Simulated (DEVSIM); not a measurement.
Device: abrupt GaAs n-p junction, at 300 K.

| layer (left to right) | material | thickness (μm) | Nd (cm⁻³) | Na (cm⁻³) | τn (s) | τp (s) |
|---|---|---|---|---|---|---|
| 1 | GaAs | 0.220 | 1.2e17 | - | 4.8e-8 | 4.8e-8 |
| 2 | GaAs | 43.0 | - | 2.1e14 | 4.8e-8 | 4.8e-8 |

Left contact: ohmic. Right contact: ohmic. Voltage is applied to the left contact. Recombination: SRH at mid-gap. Mobility is μmin + (μ − μmin)/(1 + (N/Nref)^α).

Constants are typed, rounded textbook-type inputs, not results; the design itself was drawn at random and stands for no fabricated device. Values at 300 K.

| parameter | GaAs |
|---|---|
| gap (eV) | 1.424 |
| affinity (eV) | 4.07 |
| permittivity | 12.9 |
| Nc (cm⁻³) | 4.7e17 |
| Nv (cm⁻³) | 9e18 |
| μn (cm²/Vs) | 8500 |
| μp (cm²/Vs) | 400 |
| μn,min | 500 |
| μp,min | 20 |
| Nref,n | 6e16 |
| Nref,p | 1.5e17 |
| αn | 0.39 |
| αp | 0.38 |

Simulated with DEVSIM: 1D drift-diffusion, Boltzmann statistics, complete ionisation; no tunnelling, impact ionisation, image-force lowering or self-heating.

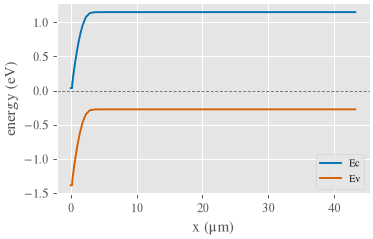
Figure. Band edges at zero bias

Energies count from the Fermi level of the right contact; mesh points crowd at the junctions.

| x (μm) | Ec (eV) | Ev (eV) | n (cm⁻³) | p (cm⁻³) | field (V/cm) |
|---|---|---|---|---|---|
| 0.000 | 0.035 | -1.389 | 1.2e17 | < 1e2 | ≈ 0 |
| 0.02565 | 0.035 | -1.389 | 1.2e17 | < 1e2 | ≈ 0 |
| 0.06926 | 0.035 | -1.389 | 1.2e17 | < 1e2 | ≈ 0 |
| 0.1416 | 0.035 | -1.389 | 1.2e17 | < 1e2 | 50 |
| 0.2015 | 0.043 | -1.381 | 9.0e16 | < 1e2 | 5600 |
| 0.2243 | 0.071 | -1.353 | 3.0e16 | < 1e2 | 17000 |
| 0.2549 | 0.110 | -1.314 | 6.6e15 | < 1e2 | 10000 |
| 0.3593 | 0.197 | -1.227 | 2.3e14 | < 1e2 | 7500 |
| 0.5504 | 0.333 | -1.091 | 1.2e12 | < 1e2 | 6800 |
| 0.9650 | 0.591 | -0.833 | 5.6e7 | 90000 | 5600 |
| 1.798 | 0.955 | -0.469 | < 1e2 | 1.2e11 | 3100 |
| 4.636 | 1.148 | -0.276 | < 1e2 | 2.1e14 | ≈ 0 |
| 9.832 | 1.148 | -0.276 | < 1e2 | 2.1e14 | ≈ 0 |
| 21.11 | 1.148 | -0.276 | < 1e2 | 2.1e14 | ≈ 0 |
| 35.16 | 1.148 | -0.276 | < 1e2 | 2.1e14 | ≈ 0 |
| 39.36 | 1.148 | -0.276 | < 1e2 | 2.1e14 | ≈ 0 |
| 41.45 | 1.148 | -0.276 | < 1e2 | 2.1e14 | ≈ 0 |
| 42.42 | 1.148 | -0.276 | < 1e2 | 2.1e14 | ≈ 0 |
| 42.95 | 1.148 | -0.276 | < 1e2 | 2.1e14 | ≈ 0 |
| 43.10 | 1.148 | -0.276 | < 1e2 | 2.1e14 | ≈ 0 |
| 43.18 | 1.148 | -0.276 | < 1e2 | 2.1e14 | ≈ 0 |
| 43.22 | 1.148 | -0.276 | < 1e2 | 2.1e14 | ≈ 0 |
